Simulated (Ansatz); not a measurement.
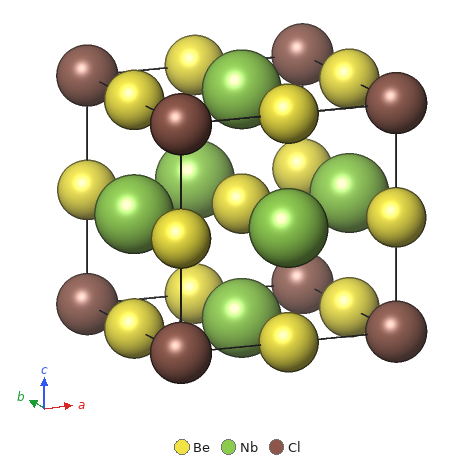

A spheres-only rendering, viewed slightly off an axis. The frame is the simulation cell; atoms at its boundary are shown with their periodic copies.

```xyz
8
Lattice="4.9395 0.0000 0.0000 0.0000 4.9395 0.0000 0.0000 0.0000 4.9395" Properties=species:S:1:pos:R:3 pbc="T T T"
Be    2.4698    4.9395    4.9395
Be    2.4698    2.4698    2.4698
Be    4.9395    4.9395    2.4698
Be    4.9395    2.4698    4.9395
Nb    0.0000    2.4698    2.4698
Nb    2.4698    0.0000    2.4698
Nb    2.4698    2.4698    0.0000
Cl    4.9395    4.9395    4.9395
```

All computed values are from DFT PBE, scalar-relativistic, plane waves, PAW (Ansatz). Settings: plane-wave cutoff 420 eV, 8×8×8 k-mesh, Gaussian smearing of 0.1 eV, no spin polarisation.

> What are the atomic charges by Bader's partition?

Be -0.13 to +0.63 e; Nb -0.31 e; Cl -0.83 e.

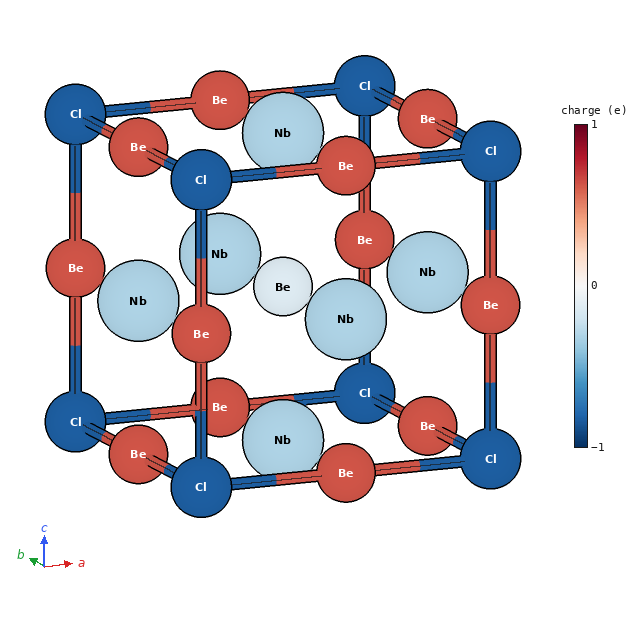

The atoms coloured by those charges.

Origin of the cell: a structure type filled with these elements by a generator (whether the compound takes this form wasn't checked). Earlier steps of the study may have refined or changed the cell and positions. It was run through Ansatz as a DFT input.
